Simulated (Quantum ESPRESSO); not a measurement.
# Dipole at the next field: H-BN-H chair, 1 layer

Method. Quantum ESPRESSO 7.5, vdW-DF-cx, GBRV ultrasoft, PBE files; sawtooth field along the normal with dipole correction, ions clamped, threshold 1e-9 Ry; cell area 5.821 Å².

```
field (V/Å)  dipole (e Å a cell)
          0             −0.14043
        0.1             −0.12927
        0.2             −0.11800
```

To predict: What is the dipole at −0.2 V/Å, and what electrostatic thickness 4πα/A follows from the rows?

By hand: The slope is (−0.11800 − (−0.14043))/0.2 = 0.1122 e Å²/V, so 4πα/A = 180.95 × 0.1122/5.821 = 3.49 Å. Linear response gives p = −0.14043 + 0.1122 × (−0.2) = −0.16286 e Å; a parabola through the three rows gives −0.16242.

What the calculation gave: p = −0.16250 e Å. The line misses by 1.6 % of the induced dipole and the parabola by 0.4 %. The response is slightly nonlinear.

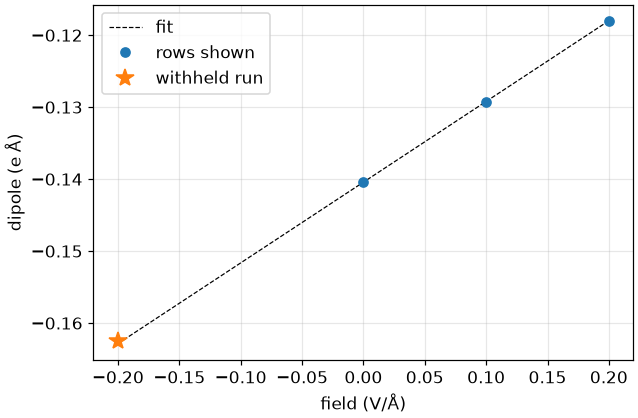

The rows shown, the fit and the withheld run.

**Limits.** Electrons alone respond; local and semilocal functionals tend to overscreen.

[Logs are printed without paths, hosts, clocks, repeated set-up lines and the standing remarks that a program may print on its own settings, such as how far it seeks lower states.]
